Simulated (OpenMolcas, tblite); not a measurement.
## How methods differ on InCl2O (SMILES [O][In]([Cl])[Cl])

InCl2O: 4 atoms, total charge 0, spin state doublet. SMILES: `[O][In]([Cl])[Cl]`. The coordinates come from a PBE0-D4/def2-TZVP relaxation.

Quantity: the vertical electron affinity (to the singlet anion), in eV. The values are calculated.

The electron affinity is E(neutral) − E(anion): positive where the electron is bound.

| level | kind | program | value (eV) | CPU time (all runs) |
| --- | --- | --- | --- | --- |
| GFN2-xTB | semi-empirical | tblite | 9.15 | under 2 s |
| UHF/def2-SVPD (core potential) | Hartree–Fock | OpenMolcas | 0.88 | 43 s |
| USVWN5/def2-SVPD (core potential) | LDA | OpenMolcas | 3.86 | 81 s |
| UBLYP/def2-SVPD (core potential) | GGA | OpenMolcas | 3.35 | 2 min |
| UTPSS/def2-SVPD (core potential) | meta-GGA | OpenMolcas | 3.25 | 2.6 min |
| UBHLYP/def2-SVPD (core potential) | global hybrid | OpenMolcas | 2.60 | 1.8 min |

Spin-orbit coupling, which can split open shells on such heavy atoms by tenths of an eV, is left out. The values span 0.88 to 9.15 eV. The xTB values lack the empirical shift that such differences need. Times are those of the runs behind each value, whatever else they computed, on shared processors of several kinds: orders of magnitude only.

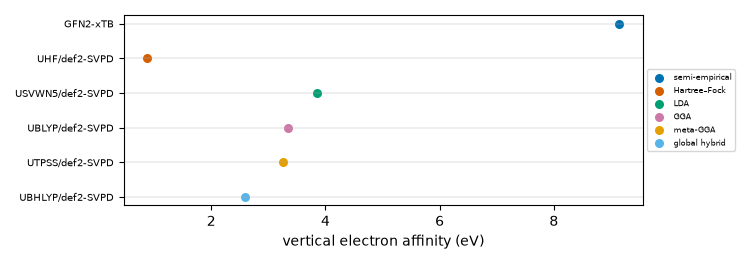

The values of the table, level by level.
